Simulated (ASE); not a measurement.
Pair distribution function (Co-Si) of CoSi2 (fluorite type), cell Co32Si64, begun in the crystal structure [in the run: it stayed crystalline; mean temperature 1226 K (target 1200 K); density 4.73 g/cm³, volume +5 % from the start crystal's], from MD at 1226 K. These are the machine-learned potential CHGNet 0.3.0 (ASE) values and carry that method's errors. Volume per atom 13.47 Å³, mean pressure 0.2 GPa. 

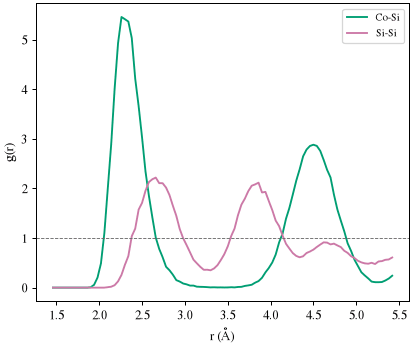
Fig. 1. Pair distribution from the trajectory

State the position and height of the first peak of the Co-Si curve, where the first shell ends and the number of neighbours in it.

first peak at 2.30 Å with height 5.5; g is nil from 3.3 to 3.6 Å, so any cut there serves; 8.0 Si round each Co and 4.0 Co round each Si in the shell, from n = 4πρ∫r²g(r)dr.
